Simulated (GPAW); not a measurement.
# How TiO2 (Anatase) absorbs and reflects light, part 2 of 2

Aim: the dielectric function of TiO2 (Anatase), and the optical constants that follow from it.

GPAW 26.7.0; DFT, PBE, plane-wave PAW (GPAW data sets), scalar-relativistic, RPA, optical limit.

So far. Step 2 (Ground state): There is a gap, 2.13 eV on this mesh (points off the mesh can give less), so no carriers' term is needed.

## Step 4: Dielectric function, RPA

Transitions between filled and empty bands, summed over the zone, give the optical response, so mesh, band count and broadening shape it.

The induced potential is part of this response.

This step: DFT, PBE, plane-wave PAW (GPAW data sets), scalar-relativistic, RPA, optical limit (GPAW 26.7.0).

Contents of df.py:

```python
from gpaw.response.df import DielectricFunction

df = DielectricFunction('full.gpw', frequencies={'type': 'nonlinear', 'domega0': 0.03, 'omega2': 8},
                        ecut=50,
                        eta=0.12,
                        nbands=62,
                        txt='df.txt')
for direction in ['x', 'z']:
    df.get_dielectric_function(xc='RPA', direction=direction, filename=f'df_{direction}.csv')
```

Started as:

```bash
> OMP_NUM_THREADS=1 python df.py
```

Numbers of over 12 decimals in the logs are rounded to 6 here.

Output:

```text
Using integrator: PointIntegrator
NonLinearFrequencyDescriptor(from 0.000 to 91.912 eV, 533 points)
Nonperiodic BCs:  [False False False]
Using integrator: PointIntegrator
NonLinearFrequencyDescriptor(from 0.000 to 91.912 eV, 533 points)
Nonperiodic BCs:  [False False False]

Calculating chi0 body with:
    Ground state adapter containing:
    Number of spins: 1
    Number of kpoints: 1331
    Number of irreducible kpoints: 126
    Number of completely occupied states: 24
    Number of partially occupied states: 24

    Linear response parametrization:
    q_c: [0.0, 0.0, 0.0]
    Number of frequency points: 533
    Planewave cutoff: 50.0
    Number of bands: 62
    Number of planewaves: 53
    Broadening (eta): 0.12

Integrating chi0 body.

Symmetries of q_c:
    Direct symmetries (Uq -> q): 8
    Indirect symmetries (TUq -> q): 8
In total 16 allowed symmetries.

126 groups of equivalent kpoints. 90.533434% reduction.

Integral kind: spectral function

Calculating chi0 optical extensions with:
    Ground state adapter containing:
    Number of spins: 1
    Number of kpoints: 1331
    Number of irreducible kpoints: 126
    Number of completely occupied states: 24
    Number of partially occupied states: 24

    Linear response parametrization:
    Number of frequency points: 533
    Planewave cutoff: 50.0
    Number of bands: 62
    Number of planewaves: 53
    Broadening (eta): 0.12
Integrating chi0 head and wings.

Symmetries of q_c:
    Direct symmetries (Uq -> q): 8
    Indirect symmetries (TUq -> q): 8
In total 16 allowed symmetries.

126 groups of equivalent kpoints. 90.533434% reduction.

Integral kind: spectral function wings
```

Elapsed: 2 min, on 1 thread of Arm Neoverse V2, shared host; peak memory 0.34 GiB.

Read-outs, printed or worked out from the files:

| Quantity | Value |
| --- | --- |
| electronic dielectric constant ε∞, mean over x, y and z (by symmetry where fewer were run) | 5.917 |
| main peak of Im epsilon, first axis | 4.899 eV |

Some rows of df_x.csv (energy; Re and Im without local fields; Re and Im with them):

```text
0.000000, 6.218830, -0.000000, 6.069430, -0.000000
0.429336, 6.260300, 0.023580, 6.109288, 0.022656
0.878195, 6.399858, 0.052596, 6.243278, 0.050449
1.347938, 6.682502, 0.096149, 6.513958, 0.091909
1.840057, 7.225912, 0.184704, 7.031864, 0.175437
2.356191, 8.489547, 0.638152, 8.225609, 0.599321
2.898142, 8.596829, 2.804997, 8.342719, 2.610584
3.467895, 9.663342, 4.849237, 9.458850, 4.387596
4.067647, 5.981572, 7.952709, 6.383567, 7.670167
4.699832, 4.491144, 6.931159, 4.691311, 6.929133
5.367152, 0.682163, 6.172843, 0.824284, 6.573637
6.072622, 1.937081, 3.891544, 1.709536, 4.054897
6.819608, 2.438926, 5.893524, 2.232531, 5.867730
7.611886, -0.699531, 4.740441, -0.942928, 4.643306
8.453705, -0.535472, 3.033230, -0.823024, 3.175356
9.349861, -0.319858, 2.419431, -0.522548, 2.351866
10.305790, 0.025304, 1.402311, -0.196203, 1.310660
11.327680, 0.393699, 1.121387, 0.223687, 0.993306
12.422601, 0.569122, 1.086940, 0.438587, 0.935461
13.598673, 0.859558, 1.012751, 0.779932, 0.828818
```

The Im ε has structure finer than the step of the table below, so its rows give means over 1 eV, whole bins alone (the curve runs from 0 to 14.0 eV). Peaks (eV: height): E ∥ x 4.2: 8.02, 4.9: 8.09, 7.3: 6.23; E ∥ z 3.4: 7.04, 4.2: 7.54, 5.9: 4.17, 8.2: 8.41.

Values under the direct gap are tails of Lorentzian lines. The Im ε by photon energy; means over each step:

```
photon energy (eV)   E ∥ x   E ∥ z
                 1  0.0625  0.0472
                 2   0.329   0.159
                 3    2.74    2.50
                 4    7.17    6.32
                 5    7.13    3.52
                 6    4.37    3.32
                 7    5.59    4.40
                 8    3.84    7.51
                 9    2.45    5.50
                10    1.56    2.01
                11    1.10   0.806
                12    1.01   0.589
                13   0.843   0.612
```

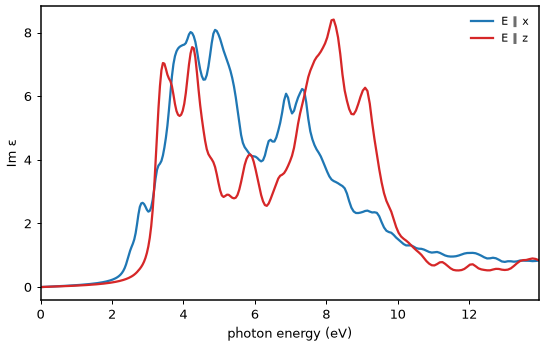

Im ε, plotted against photon energy.

Re ε against photon energy:

```
photon energy (eV)   E ∥ x   E ∥ z
                 0    6.07    5.61
                 1    6.30    5.79
                 2    7.29    6.50
                 3    8.45    9.51
                 4    6.68    5.91
                 5    2.60    2.32
                 6    1.61    2.82
                 7    1.08    4.94
                 8  -0.961    2.34
                 9  -0.441  -0.970
                10  -0.473   -2.28
                11   0.140  -0.703
                12   0.479   0.200
                13   0.629   0.675
```

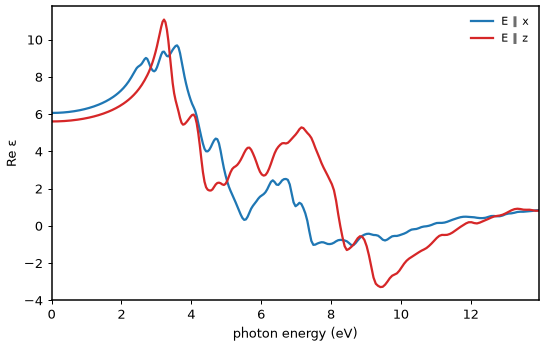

Re ε, plotted against photon energy.

Table of refractive index n and extinction k by photon energy:

```
photon energy (eV)  n, E ∥ x  k, E ∥ x  n, E ∥ z  k, E ∥ z
                 0      2.46         0      2.37         0
                 2      2.70    0.0422      2.55    0.0284
                 4      2.90      1.31      2.65      1.06
                 6      1.74      1.18      1.94     0.977
                 8      1.19      1.55      2.29      1.70
                10     0.746      1.01     0.551      1.61
                12     0.909     0.589     0.676     0.506
```

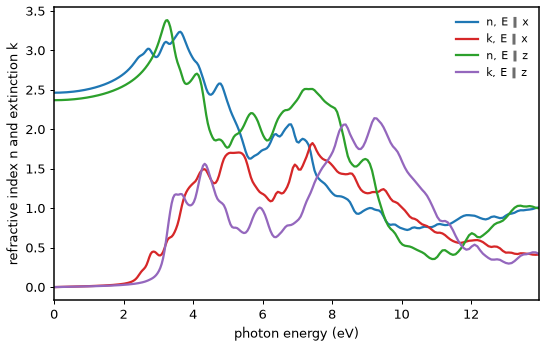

Refractive index n and extinction k against photon energy.

The Im ε, E ∥ x has structure finer than the step of the table below, so its rows give means over 1 eV, whole bins alone (the curve runs from 0 to 14.0 eV). Peaks (eV: height): without local fields 4.2: 8.14, 4.9: 8.01, 7.3: 6.22; with local fields 4.2: 8.02, 4.9: 8.09, 7.3: 6.23.

Values under the direct gap are tails of Lorentzian lines. Im ε, E ∥ x against photon energy; means over each step:

```
photon energy (eV)  without local fields  with local fields
                 1                0.0653             0.0625
                 2                 0.349              0.329
                 3                  2.99               2.74
                 4                  7.46               7.17
                 5                  6.95               7.13
                 6                  4.14               4.37
                 7                  5.56               5.59
                 8                  3.80               3.84
                 9                  2.48               2.45
                10                  1.63               1.56
                11                  1.22               1.10
                12                  1.17               1.01
                13                  1.02              0.843
```

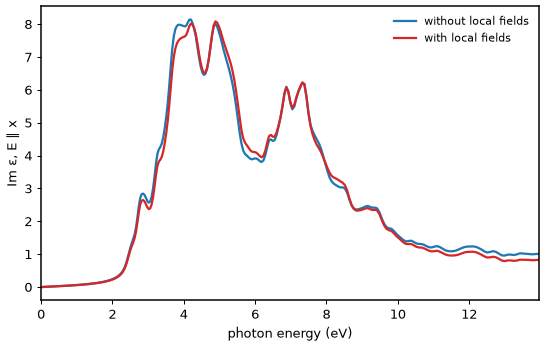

Im ε, E ∥ x, plotted against photon energy.

Table of reflectivity at normal incidence by photon energy; read off at these points:

```
photon energy (eV)  E ∥ x (%)  E ∥ z (%)
              0.00       17.9       16.5
              0.50       18.0       16.6
              1.00       18.5       17.0
              1.50       19.4       17.8
              2.00       21.1       19.1
              2.50       24.4       21.3
              3.00       25.0       26.3
              3.34       27.7       32.0
              3.50       29.3       30.4
              4.00       31.5       26.7
              4.20       32.0       30.5
              4.50       28.9       26.6
              5.00       33.2       16.5
              5.50       31.6       16.5
              6.00       21.8       19.2
              6.50       22.8       17.4
              7.00       29.1       21.5
              7.50       36.7       28.6
              8.00       33.7       33.2
              8.50       32.4       39.5
              9.00       26.4       38.0
              9.50       30.4       53.1
             10.00       26.8       55.8
             10.50       20.1       51.3
             11.00       14.3       45.3
             11.50       10.0       33.8
             12.00       8.91       11.8
             12.50       7.65       7.13
             13.00       5.23       3.02
             13.50       4.51       3.99
```

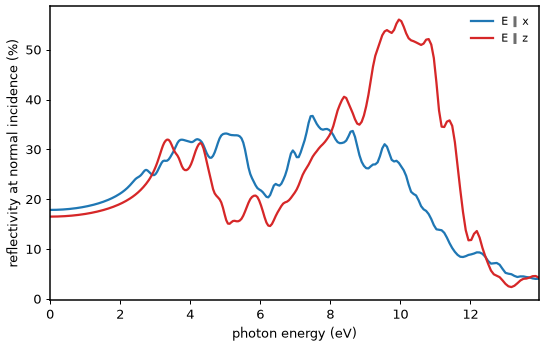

Reflectivity at normal incidence, plotted against photon energy.

Optical constants at common wavelengths, from n + ik = √ε:

```
wavelength (nm)   n x    k x  R (%) x   1/α x   n z    k z  R (%) z   1/α z
            800  2.59  0.023     19.6  2.8 µm  2.47  0.017     17.9  3.7 µm
            532  2.85  0.095     23.2  447 nm  2.64  0.043     20.4  980 nm
            450  3.01  0.394     25.8   91 nm  2.86  0.095     23.2  379 nm
            405  2.99  0.403     25.6   80 nm  3.17  0.248     27.4  130 nm
            365  3.11  0.646     28.1   45 nm  3.18  1.081     31.8   27 nm
            248  2.34  1.689     33.2   12 nm  1.77  0.901     16.6   22 nm
            193  1.92  1.200     23.0   13 nm  2.11  0.645     16.4   24 nm
```

Below the direct gap, k and the depth come from the tails of the Lorentzian lines, not from transitions.

Rows near the edge hang on the gap, which this functional as a rule makes too small, and phonon-assisted absorption is left out.

At 1064 nm the birefringence n(z) − n(x) is -0.107: the crystal is uniaxial negative at this level.

## Step 5: Results

```
electronic dielectric constant ε∞, mean over x, y and z (by symmetry where fewer were run) (RPA) : 5.92
main peak of Im epsilon, first axis                                                              : 4.90 eV
```

In words: At this level (PBE, RPA) TiO2 has a mean ε∞ = 5.92 and n = 2.49 at 1550 nm (E ∥ x), and Im ε peaks at 4.9 eV (E ∥ x). On the mesh the gap is 2.13 eV and the least direct gap 2.48 eV, so on this mesh the band edges lie at different points. Local fields change the static value along x from 6.22 to 6.07 (-2 %). Distinct maxima of Im ε, read by a parabola through the highest points, lie at 4.21 eV (8.0), 4.90 eV (8.1), 6.88 eV (6.1) and 7.34 eV (6.2) for E ∥ x. The static values by axis are 6.07 (x), 5.61 (z). At 1064 nm the birefringence n(z) − n(x) is -0.107: the crystal is uniaxial negative at this level. Excitons and phonon-assisted transitions are missing; PBE gaps are as a rule too small, which pulls the onset down and ε∞ up. The sum runs over mesh points, so small or evenly spaced maxima can still be ripples of the mesh. In this version of GPAW the matrix elements of the optical limit are incomplete, which can lower ε − 1 by up to a tenth where first-row anions or d states rule, and shift it by more in d metals. Besides steps told in other documents, this task had 2 steps that ran out of time; those not told in a step above aren't shown.

[Machine, clock and banner lines and Python warnings are left out of the logs.]

[Logs are printed without paths, hosts, clocks, repeated set-up lines and the standing remarks that a program may print on its own settings, such as how far it seeks lower states.]

[Hosts, paths, dates, database ids (printed as entryN), source tags and the programs' standing remarks are cut or masked in the printed files.]
